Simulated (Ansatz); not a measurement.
# As₂B (doublet): what the fields show

Input

```
crystal:
  periodic: [false, false, false]
  atoms:
    - {symbol: B, position_ang: [-0.183260, 0.728761, -0.088335]}
    - {symbol: As, position_ang: [-1.028253, -0.749798, -0.812206]}
    - {symbol: As, position_ang: [1.211513, 0.021037, 0.900541]}
basis:
  gaussian: {orbitals: def2-TZVP, initial_orbitals: start.molden}
magnetization: {spin_polarized: true, initial_magnetization: 1}
hamiltonian: {xc: pbe0, dispersion: d4}
output: {orbitals: {seedname: orbitals}}
```

Command:

```sh
ansatz run in.yaml --threads 4 --pin off --events-out ev --progress --plain --max-ram 3916MiB
```

Geometry: PBE-D4/def2-TZVP.

These are results of UKS PBE0-D4/def2-TZVP in Ansatz 0.2.0, not measurements.

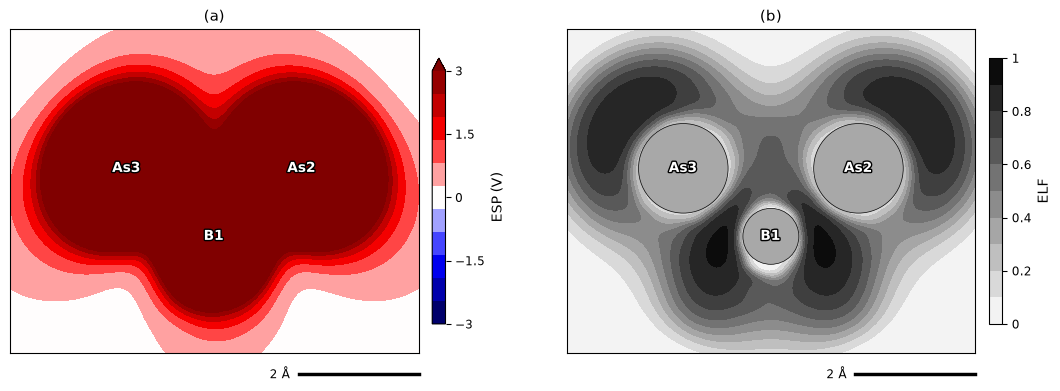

Figure 1. (a) electrostatic potential; (b) electron localisation function on the molecular plane. Grey discs cover the atomic cores in the ELF map.

> Read the bonding off the picture.

- The plane passes through B and As nuclei.
- B–As (1.85 Å): the ELF peaks at about 0.80 between the atoms (localised, covalent bonding).
- The ELF also peaks beside As2 and As3, away from the bonds: non-bonding electrons, paired or unpaired.
- The potential has no marked negative region in this plane.

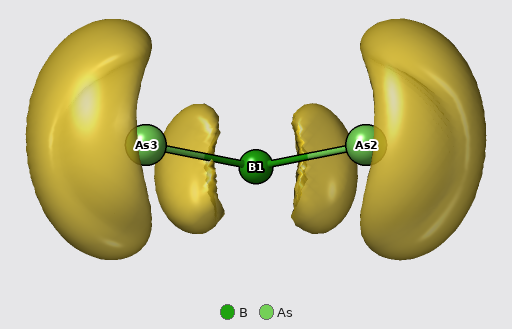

Figure 2. Isosurface of the electron localisation function at 0.8 (yellow), seen from one side. Only the valence region is drawn (cores and ρ < 0.01 e/Å³ removed).

> Where are the electrons localised?

At this value the surface marks out two lobes on As, pointing away from the bonds (non-bonding electrons) and two lobes on B, pointing away from the bonds (non-bonding electrons).

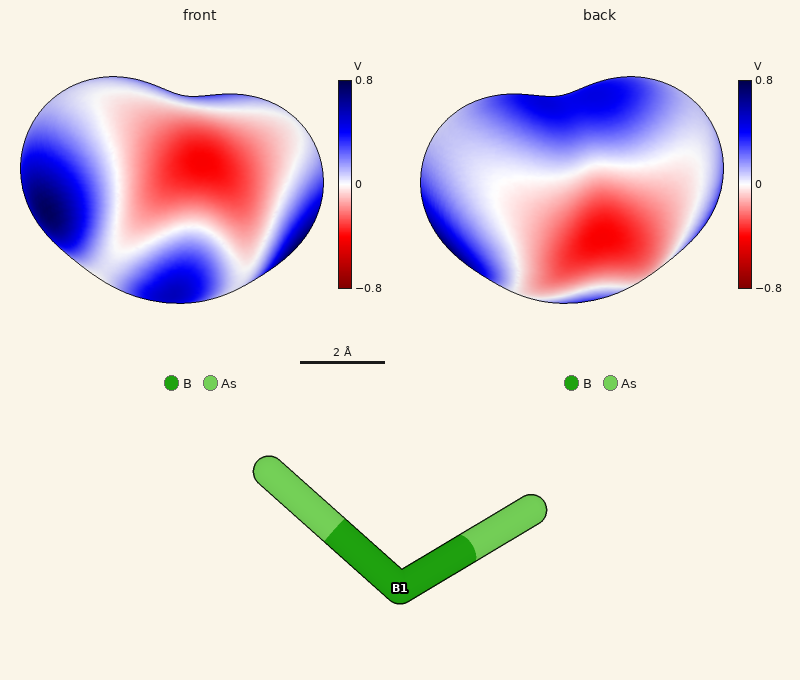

Figure 3. The molecular electrostatic potential painted on the density surface at 0.001 e/bohr³, seen from the front and from behind; red is negative and blue positive. The bare structure is drawn below in the same view.

> Which sites attract a positive test charge, and which a negative one?

A positive charge is drawn to the negative regions and a negative charge to the positive ones. The most negative region (about −0.4 V, or −9 kcal/mol for a unit charge) lies over B1, the most positive (about +0.7 V, or +16 kcal/mol for a unit charge) over As2 and As3.
